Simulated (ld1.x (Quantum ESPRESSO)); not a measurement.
- Element: Be
- Generator: ld1.x (Quantum ESPRESSO) 7.5
- Type: norm-conserving RRKJ (Kleinman–Bylander form)
- Functional: revPBE
- Relativity: scalar-relativistic
- Frozen core: none
- Valence charge: 4
- Reference configuration: 1s2 2s0.5 2p0 (charge +1.5)
- Partial waves: 1s (bound): rc 0.56 bohr; 2p (bound, empty): rc 2.74 bohr
- Local potential: the p channel
- Core correction: none

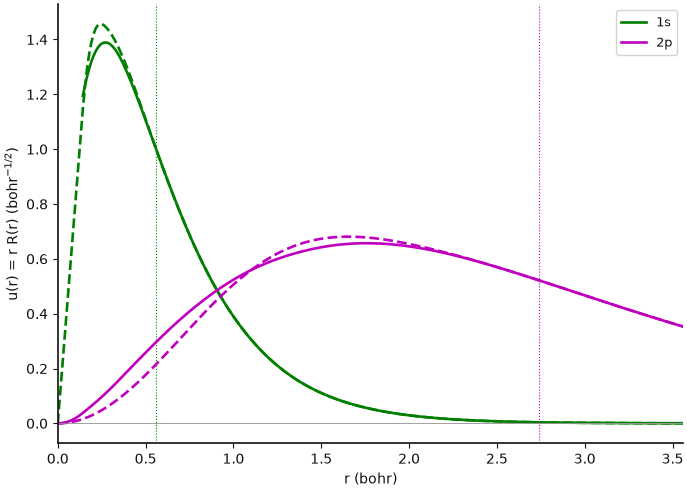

Partial waves u(r) = r R(r), all-electron (solid) and pseudo (dashed). Dotted lines mark the matching radii. The all-electron curves start outside the innermost oscillations, which aren't drawn.

Pseudo-waves: 1s has no node; 2p has no node.

- Reference test: the pseudo-atom misses its own reference levels by up to 1.02 eV, so its errors come from the construction itself
- Cutoffs needed: 300 Ry and over 300 Ry (the cutoffs, on a coarse ladder, from which the occupation-weighted sum of valence levels, in a spherical-Bessel basis at the reference potential, stays within 10 and 1 mRy of its value at 400 Ry)
- Ghost test: no ghost state below the valence levels in the s, p channels (spherical-Bessel basis up to 400 Ry, 20 bohr box)
- Largest excitation error: +1982 meV (all-electron minus pseudo) for 1s1 2s2 2p0, out of 7 test configurations
